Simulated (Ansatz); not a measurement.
Molecule (SMILES): [BH] (BH) (closed-shell singlet).
Atoms: B1, H2. Bonds: B1-H2.

Basis-set convergence of the highest harmonic wavenumber at CCSD(T) with Ansatz (a first-principles code). Each level at its own minimum, finite differences of forces, unscaled; the reference is a large set that could be run, not a limit. All functions are spherical. Cores are frozen. Core-valence sets carry the plain set on hydrogen. A restricted Hartree-Fock determinant is unstable towards unrestricted orbitals. No added dispersion term, no relativity. Reference: the value in aug-pcseg-3, 2369 cm⁻¹, itself unsure by roughly 7 cm⁻¹ (its mean distance from aug-cc-pVQZ, def2-QZVPPD, pcseg-3). Deviations are taken from unrounded values. Cost is core time over that of def2-TZVPPD, rough, on shared machines of one kind; a dash marks a row that isn't timed (too short, read off another run, short of memory, by another algorithm or on other hardware).

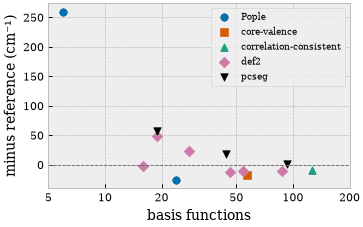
Figure: Deviation from the reference against the number of basis functions, by family of sets.

```json
[
 {"basis": "STO-3G", "functions": "6", "highest harmonic wavenumber (cm⁻¹)": "2628", "minus reference (cm⁻¹)": "259", "cost": "-"},
 {"basis": "def2-SV(P)", "functions": "16", "highest harmonic wavenumber (cm⁻¹)": "2367", "minus reference (cm⁻¹)": "-2", "cost": "-"},
 {"basis": "def2-SVP", "functions": "19", "highest harmonic wavenumber (cm⁻¹)": "2418", "minus reference (cm⁻¹)": "49", "cost": "-"},
 {"basis": "pcseg-1", "functions": "19", "highest harmonic wavenumber (cm⁻¹)": "2426", "minus reference (cm⁻¹)": "57", "cost": "-"},
 {"basis": "6-311G**", "functions": "24", "highest harmonic wavenumber (cm⁻¹)": "2343", "minus reference (cm⁻¹)": "-26", "cost": "-"},
 {"basis": "def2-SVPD", "functions": "28", "highest harmonic wavenumber (cm⁻¹)": "2392", "minus reference (cm⁻¹)": "23", "cost": "-"},
 {"basis": "pcseg-2", "functions": "44", "highest harmonic wavenumber (cm⁻¹)": "2388", "minus reference (cm⁻¹)": "19", "cost": "0.5×"},
 {"basis": "def2-TZVPD", "functions": "46", "highest harmonic wavenumber (cm⁻¹)": "2357", "minus reference (cm⁻¹)": "-12", "cost": "0.6×"},
 {"basis": "def2-TZVPPD", "functions": "54", "highest harmonic wavenumber (cm⁻¹)": "2359", "minus reference (cm⁻¹)": "-10", "cost": "1×"},
 {"basis": "cc-pCVTZ", "functions": "57", "highest harmonic wavenumber (cm⁻¹)": "2352", "minus reference (cm⁻¹)": "-17", "cost": "1×"},
 {"basis": "def2-QZVPP", "functions": "87", "highest harmonic wavenumber (cm⁻¹)": "2359", "minus reference (cm⁻¹)": "-10", "cost": "6×"},
 {"basis": "pcseg-3", "functions": "93", "highest harmonic wavenumber (cm⁻¹)": "2370", "minus reference (cm⁻¹)": "1", "cost": "9×"},
 {"basis": "aug-cc-pVQZ", "functions": "126", "highest harmonic wavenumber (cm⁻¹)": "2360", "minus reference (cm⁻¹)": "-9", "cost": "30×"}
]
```
